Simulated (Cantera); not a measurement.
A closed system holds: 1 mol Al(CH3)3, a varied amount of N2O, 57 mol N2, held at 1825 K and 7.50 Torr.

These are equilibrium values from Cantera (NASA tables, ideal gas, pure condensed phases), not measurements of a reactor. Candidate condensed phases: Al, AlN, Al2O3, C, C6H6, C7H8, C8H18, H2O; 148 gas species. The feed counts by its element totals alone. Mutual solubility and eutectic melting of coexisting phases are not modelled. Kinetics and transport are ignored.

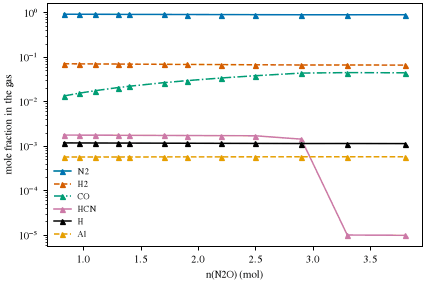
Fig. 1. Equilibrium gas composition (values under 1e-9 drawn at 1e-9)

From 0.83 mol N2O to 2.5 mol N2O the condensed part is AlN(s) + C(graphite). At 2.9 mol N2O the condensed part is AlN(s). From 3.3 mol N2O to 3.8 mol N2O the condensed part is AlN(s) + Al2O3(s). The main Al-bearing gas is Al throughout.
